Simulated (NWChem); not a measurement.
**HF/aug-cc-pVDZ run of CH2Cl2 (dichloromethane)**

Aim: the energy of CH2Cl2 (dichloromethane). 

The results are computed with NWChem 7.3.0.

### 1 The structure to begin with

CH2Cl2 has 5 atoms, charge 0, and is taken as a singlet. SMILES: `ClCCl`. The C2–Cl3 distance was set to 2.643 Å, away from the relaxed value. At this shape a bond of the SMILES string is far longer than usual.

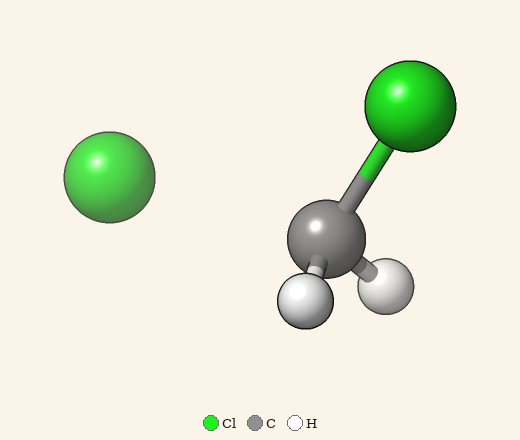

Viewed from a chosen angle; chlorine green, carbon grey, hydrogen white.

### 2 A single-point energy at HF/aug-cc-pVDZ

The input, ch2cl2.nw:

```
start ch2cl2
title "CH2Cl2 hf"
memory 2200 mb
charge 0

geometry units angstrom noautosym nocenter noautoz
  Cl    1.817315   -1.022232    0.789186
  C     0.085475   -0.766232    0.586716
  Cl   -0.474220    1.284450   -0.984760
  H    -0.338445   -1.660262    0.139736
  H    -0.343845   -0.569962    1.564436
end

basis spherical bse
  * library aug-cc-pVDZ
end

scf
  thresh 1e-08
  maxiter 80
  print low
end

task scf
```

Launch:

```sh
$ nwchem ch2cl2.nw > ch2cl2.out
```

Log:

```text
[...]
  functions       =    95
[...]
  wavefunction    = RHF
[...]
         Total SCF energy =   -957.936137153085
      One-electron energy =  -1544.867231459227
      Two-electron energy =    475.060447139449
 Nuclear repulsion energy =    111.870647166693
        Time for solution =     64.6s
 Task  times  cpu:       66.1s     wall:       66.1s
[...]
```

Run time: 67 s. Hardware: 1 thread of Intel Xeon at 2.60GHz (Ice Lake), shared host; peak memory 0.097 GiB.

### 3 Results

At HF/aug-cc-pVDZ:

| quantity | value |
| --- | --- |
| total energy | -957.93614 Eh |

**Reading.** One bond is far stretched, which a spin-restricted single reference describes badly; a broken-symmetry solution may lie lower.
